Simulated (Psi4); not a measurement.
**SnCl2 (SMILES [Cl][Sn][Cl]) at M06-L/def2-TZVPD (density fitting with def2-universal-jkfit, core potential, sweep point 3)**

What is the vertical electron affinity of SnCl2 at M06-L/def2-TZVPD (density fitting with def2-universal-jkfit, core potential, sweep point 3)? Input form: a Python script.

The calculation is run with Psi4 1.11.

4 further runs of the same task are left out: 4 that didn't finish.

**1. The structure to begin with**

The species is SnCl2 (3 atoms), meant as a singlet with charge 0. As SMILES, `[Cl][Sn][Cl]`. Geometry: a GFN2-xTB relaxation, a rough one for these elements and not checked as a minimum.

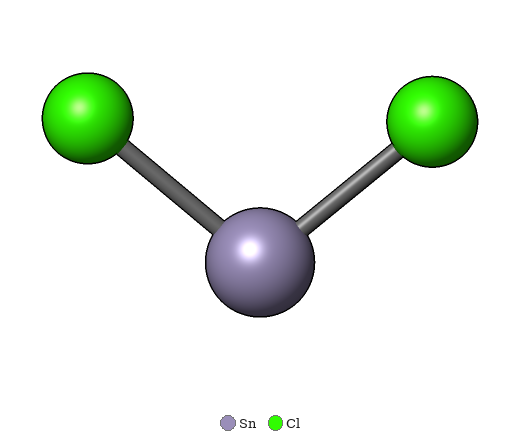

Viewed from a chosen angle; tin purple, chlorine green.

**2. The energy at M06-L/def2-TZVPD (density fitting with def2-universal-jkfit, core potential, sweep point 3)**

File run.py:

```python
import psi4

psi4.set_memory(1600000000)
psi4.set_num_threads(1)
psi4.core.set_output_file('run.log', False)

geom = psi4.geometry("""
0 1
Sn     0.004910    -0.007160    -1.023740
Cl     1.812600    -0.019020     0.521020
Cl    -1.817510     0.026180     0.502720
units angstrom
symmetry c1
""")

psi4.set_options({
    'reference': 'rks',
    'puream': True,
    'scf_type': 'df',
    'dft_radial_points': 99,
    'dft_spherical_points': 590,
    'df_basis_scf': 'def2-universal-jkfit',
})

e = psi4.energy("m06-l/def2-TZVPD", molecule=geom)
print(f'm06-l/def2-TZVPD energy: {e:.10f} Eh')
```

The run is started by

```bash
$ python run.py
```

run.log:

```text
[...]
    !!!  WARNING: ECP capability is in beta. Please check occupations closely.  !!!
[...]
  Running in c1 symmetry.
[...]
  Nuclear repulsion =  208.601236606419718
[...]
  Multiplicity = 1
[...]
  Nalpha       = 28
  Nbeta        = 28
[...]
    Number of basis functions: 148
[...]
   @DF-RKS iter   1: -1134.65425381310024   -7.73892e-01   5.94630e-03 DIIS/ADIIS
[...]
   @DF-RKS iter   9: -1134.99758750607862   -1.04399e-07   9.14794e-07 DIIS
[...]
    Orbital Energies [Eh]
    ---------------------
    Doubly Occupied:
       1A   -101.156578     2A   -101.156561     3A     -9.386952
       4A     -9.386927     5A     -7.091356     6A     -7.091332
       7A     -7.088519     8A     -7.088495     9A     -7.087125
      10A     -7.087100    11A     -5.060080    12A     -3.417872
      13A     -3.411101    14A     -3.408993    15A     -1.019742
      16A     -1.017195    17A     -1.015590    18A     -1.014186
      19A     -1.010285    20A     -0.771637    21A     -0.757286
      22A     -0.450581    23A     -0.341296    24A     -0.308423
      25A     -0.308048    26A     -0.292158    27A     -0.281258
      28A     -0.261906
[...]
  @DF-RKS Final Energy: -1134.99758750607862
   => Energetics <=
    Nuclear Repulsion Energy =            208.6012366064197181
    One-Electron Energy =               -2064.4107722120984363
    Two-Electron Energy =                 795.6415000848526233
    DFT Exchange-Correlation Energy =     -74.8295519852525786
    Empirical Dispersion Energy =           0.0000000000000000
    VV10 Nonlocal Energy =                  0.0000000000000000
    Total Energy =                      -1134.9975875060786166
[...]
 Multipole Moments:
 ------------------------------------------------------------------------------------
     Multipole            Electronic (a.u.)      Nuclear  (a.u.)        Total (a.u.)
 ------------------------------------------------------------------------------------
 L = 1.  Multiply by 2.5417464519 to convert [e a0] to [Debye]
 Dipole X            :         -0.1948024            0.1894463           -0.0053561
 Dipole Y            :        -40.0830352           38.7973534           -1.2856818
 Dipole Z            :          0.0000248           -0.0000000            0.0000248
 Magnitude           :                                                    1.2856930
[...]
```

The script printed:

```text
m06-l/def2-TZVPD energy: -1134.9975875061 Eh
```

It took 12 s on 1 thread of AMD EPYC 9R45 (Zen 5), shared host; peak memory 0.97 GiB.

**3. The doublet anion**

File calc.py:

```python
import psi4

psi4.set_memory('1600 MB')
psi4.set_num_threads(1)
psi4.core.set_output_file('run.log', False)

m = psi4.geometry("""
-1 2
Sn     0.004910    -0.007160    -1.023740
Cl     1.812600    -0.019020     0.521020
Cl    -1.817510     0.026180     0.502720
symmetry c1
""")

psi4.set_options({
    'basis': 'def2-TZVPD',
    'reference': 'uks',
    'puream': True,
    'scf_type': 'df',
    'dft_radial_points': 99,
    'dft_spherical_points': 590,
    'df_basis_scf': 'def2-universal-jkfit',
    'maxiter': 150,
})

energy_value = psi4.energy("m06-l", molecule=m)
print(f'm06-l energy: {energy_value:.10f} Eh')
```

The run is started by

```bash
$ python calc.py
```

run.log:

```text
[...]
    !!!  WARNING: ECP capability is in beta. Please check occupations closely.  !!!
[...]
  Running in c1 symmetry.
[...]
  Nuclear repulsion =  208.601236606419718
[...]
  Multiplicity = 2
[...]
  Nalpha       = 29
  Nbeta        = 28
[...]
    Number of basis functions: 148
[...]
   @DF-UKS iter   1: -1134.48131878193044   -6.00957e-01   7.02669e-03 ADIIS/DIIS
[...]
   @DF-UKS iter  10: -1135.03846698374491   -6.40537e-08   6.32223e-07 DIIS
[...]
   @S^2 Observed:                7.527366515E-01
[...]
    Orbital Energies [Eh]
    ---------------------
    Alpha Occupied:
       1A   -100.966630     2A   -100.966616     3A     -9.197820
       4A     -9.197799     5A     -6.902016     6A     -6.901996
       7A     -6.899010     8A     -6.898990     9A     -6.898711
      10A     -6.898691    11A     -4.822765    12A     -3.177971
      13A     -3.175894    14A     -3.172545    15A     -0.784929
      16A     -0.781226    17A     -0.778760    18A     -0.777517
      19A     -0.776840    20A     -0.585248    21A     -0.572066
      22A     -0.249941    23A     -0.154355    24A     -0.126359
      25A     -0.124259    26A     -0.109856    27A     -0.103085
      28A     -0.069624    29A      0.049122
    Alpha Virtual:
[...]
  @DF-UKS Final Energy: -1135.03846698374491
   => Energetics <=
    Nuclear Repulsion Energy =            208.6012366064197181
    One-Electron Energy =               -2075.8556477073416318
    Two-Electron Energy =                 807.2663367681843738
    DFT Exchange-Correlation Energy =     -75.0503926510072716
    Empirical Dispersion Energy =           0.0000000000000000
    VV10 Nonlocal Energy =                  0.0000000000000000
    Total Energy =                      -1135.0384669837449110
[...]
 Multipole Moments:
 ------------------------------------------------------------------------------------
     Multipole            Electronic (a.u.)      Nuclear  (a.u.)        Total (a.u.)
 ------------------------------------------------------------------------------------
 L = 1.  Multiply by 2.5417464519 to convert [e a0] to [Debye]
 Dipole X            :         -0.1922117            0.1894463           -0.0027654
 Dipole Y            :        -39.5524156           38.7973534           -0.7550622
 Dipole Z            :         -0.0000226           -0.0000000           -0.0000226
 Magnitude           :                                                    0.7550673
[...]
```

On the terminal:

```text
m06-l energy: -1135.0384669837 Eh
```

Run time: 23 s. Hardware: 1 thread of AMD EPYC 9R45 (Zen 5), shared host; peak memory 0.97 GiB.

**4. Summary of results**

Level: M06-L/def2-TZVPD (density fitting with def2-universal-jkfit, core potential, sweep point 3).

| quantity | value |
| --- | --- |
| singlet SnCl2: total energy | -1134.99759 Eh |
| singlet SnCl2: dipole moment | 3.27 D |
| singlet SnCl2: HOMO energy | -7.13 eV |
| singlet SnCl2: LUMO energy | -3.67 eV |
| singlet SnCl2: HOMO–LUMO gap | 3.45 eV |
| doublet anion: total energy | -1135.03847 Eh |
| doublet anion: HOMO energy (highest over α and β) | 1.34 eV |
| doublet anion: LUMO energy (lowest over α and β) | 2.09 eV |
| doublet anion: ⟨S²⟩ | 0.753 |
| vertical electron affinity (to the doublet anion) | 1.112 eV |

**Reading.** At fixed nuclei the extra electron is bound by 1.11 eV (26 kcal/mol). The HOMO (doublet anion) lies at positive energy, 1.34 eV, as semi-local functionals often give for anions; only total energies tell whether the electron is bound.
